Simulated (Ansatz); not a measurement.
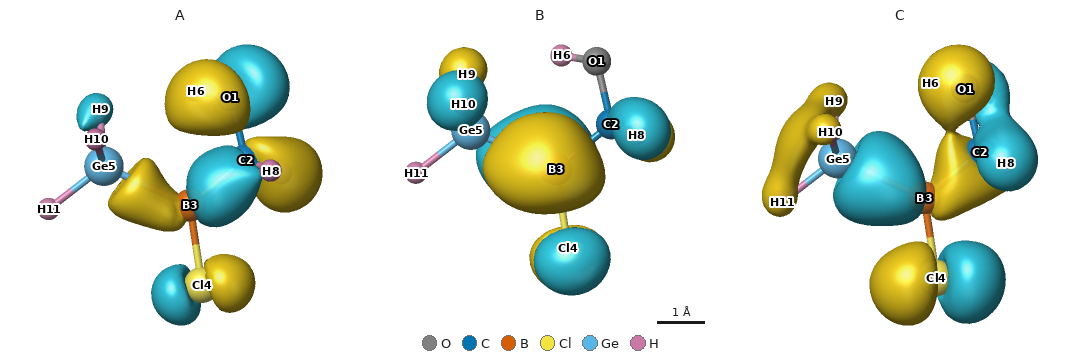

CH6BClGeO (SMILES OC[B](Cl)[GeH3]). Three frontier orbitals at ±0.1 Å⁻³ᐟ² (yellow and cyan are the two phases), in no order.

The calculation used RKS LDA/def2-SVP in Ansatz 0.2.0.

```yaml
atoms:
  - { symbol: O, position_ang: [-1.0977, 1.4521, -0.2359] }
  - { symbol: C, position_ang: [-0.8107, 0.4114, -1.1232] }
  - { symbol: B, position_ang: [0.1336, -0.6992, -0.5935] }
  - { symbol: Cl, position_ang: [0.4577, -2.1178, -1.5503] }
  - { symbol: Ge, position_ang: [0.9919, -0.3549, 1.2314] }
  - { symbol: H, position_ang: [-1.1975, 1.0684, 0.6586] }
  - { symbol: H, position_ang: [-1.7273, -0.0411, -1.5968] }
  - { symbol: H, position_ang: [-0.2651, 0.8404, -2.0076] }
  - { symbol: H, position_ang: [-0.1050, 0.1498, 2.2135] }
  - { symbol: H, position_ang: [2.0095, 0.8035, 1.1341] }
  - { symbol: H, position_ang: [1.6760, -1.5695, 1.8902] }
```

> Which picture is the HOMO−1, the HOMO and the LUMO?

C is the HOMO−1 (−6.78 eV). It lies mainly on Cl4 (about 25 %), O1 (about 20 %), Ge5 (about 15 %), B3 (about 15 %) and C2 (about 10 %). A is the HOMO (−6.21 eV). It lies mainly on O1 (about 50 %), C2 (about 15 %), B3 (about 10 %), H7 (about 10 %) and Cl4 (about 5 %). B is the LUMO (−2.92 eV). Its weight (Hirshfeld) is mainly on B3 (about 45 %), Cl4 (about 15 %), Ge5 (about 15 %) and C2 (about 10 %).

> What is the HOMO–LUMO gap?

3.29 eV between the orbital energies.
